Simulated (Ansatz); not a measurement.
ClF$_{2}$H$_{3}$Si$_{2}$···HF

The calculation's input:

```
crystal:
  periodic: [false, false, false]
  atoms:
    - { symbol: Si, position_ang: [0.178336, 0.003329, -0.02058] }
    - { symbol: Cl, position_ang: [0.476816, 0.003161, 2.070769] }
    - { symbol: F, position_ang: [1.67248, -0.056109, -0.63125] }
    - { symbol: Si, position_ang: [-0.984635, 1.868194, -0.797942] }
    - { symbol: H, position_ang: [-2.293437, 1.413864, -1.327951] }
    - { symbol: H, position_ang: [-1.158813, 2.825635, 0.329803] }
    - { symbol: H, position_ang: [-0.185034, 2.509836, -1.883095] }
    - { symbol: F, position_ang: [-0.498237, -1.407295, -0.403246] }
    - { symbol: F, position_ang: [-2.395283, 0.132088, 1.057323] }
    - { symbol: H, position_ang: [-2.079494, -0.140103, 1.884269] }
basis:
  gaussian: { orbitals: def2-SVP }
hamiltonian:
  xc: r2scan
  dispersion: d4
relax:
  f_tol: 0.03
  max_steps: 50
output:
  orbitals: {}
```

Command:

```sh
ansatz run input.yaml --threads 4 --pin off --max-ram 5120MiB --backend cpu --events-out ev --progress --plain --runs-dir out
```

The fields are those of the run's last geometry, not of the input's.

Method: Ansatz 0.2.0, RKS r2SCAN-D4/def2-SVP.

Question: What can the converged electron density and electron localisation function tell about the bonding?

Answer: Cl2···H10 (2.31 Å): the density falls to about 0.14 e/Å³ on the way; the ELF dips to about 0.10 between them: a closed-shell contact with the geometry of a hydrogen bond.
Si–F (1.61 Å): the density is about 1 e/Å³ at the midpoint; the ELF peaks at about 0.85 in the valence shell of F, 0.6 Å from its nucleus, and is about 0.50 at the midpoint.
Si–Cl (2.09 Å): the density is about 0.82 e/Å³ at the midpoint; the ELF peaks at about 0.90 between the atoms, as expected for a shared but strongly polarised pair.
F–H (0.93 Å): ρ at the midpoint is about 4.5 e/Å³; the ELF climbs to about 1 towards the hydrogen, as it does in any bond to H: an ordinary covalent bond to hydrogen.

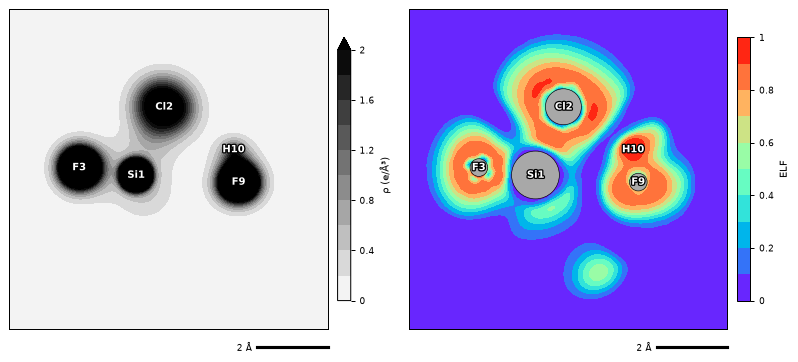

Computed electron density and electron localisation function on the plane of atoms Cl2, Si1 and F3, in this order. Grey discs cover the atomic cores in the ELF map. 
